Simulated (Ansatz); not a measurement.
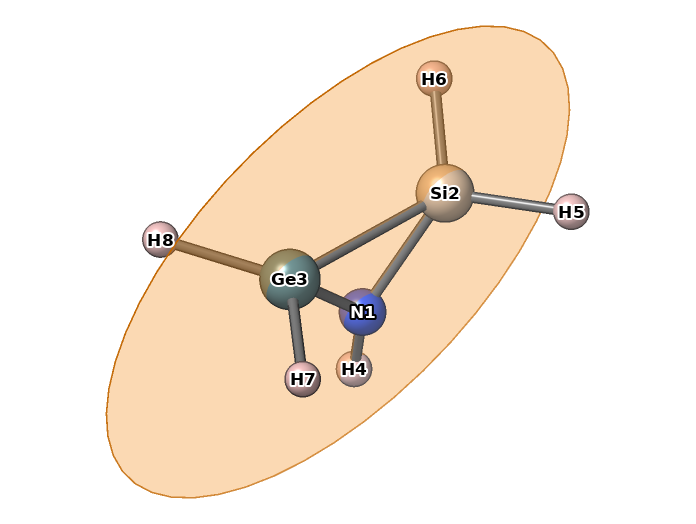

A disc through the centre of mass is drawn in. Distant atoms are faded towards the background colour. The computed structure is the end point of a PBE-D4/def2-SVP optimisation. No frequency run is at hand to confirm it as a minimum.

Q: Is the plane of the disc a mirror plane of the structure?

A: Yes. The reflection leaves N1, Si2, Ge3, H4 in place and moves H5 ↔ H6; H7 ↔ H8. The point group is Cs.
